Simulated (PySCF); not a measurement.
Al(OMe)(SH)2, SMILES [Al]([SH])([SH])[O]C at its PBE0/def2-SVP optimised geometry (Å):

```
10

Al     0.0219     0.6955     0.0000
O     -0.8517    -0.7454     0.0005
C     -0.7393    -2.1289    -0.0068
H      0.3107    -2.4746    -0.0242
H     -1.2183    -2.5623     0.8888
H     -1.2453    -2.5548    -0.8910
S     -1.1011     2.5623     0.0000
H     -2.2844     1.9074     0.0060
S      2.2046     0.6955     0.0000
H      2.2844     2.0452    -0.0023
```

Computed with PBE0/def2-TZVP (PySCF). Cells within 0.4 Å of a nucleus heavier than hydrogen are left out (blank, or x).

Map of the log10 of the electron density (e/bohr³), floored at −4 on the plane z = 0.0 Å:

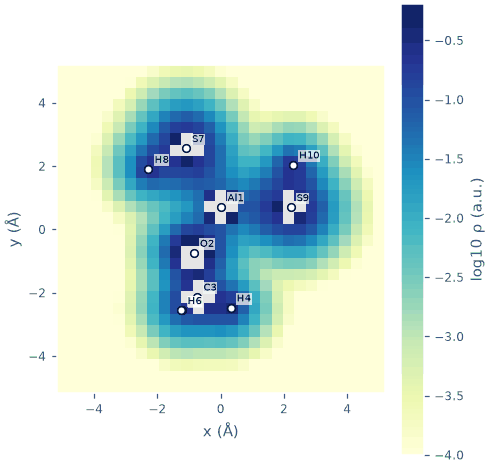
Figure: Log10 of the electron density (e/bohr³), floored at −4 on the plane z = 0.0 Å.
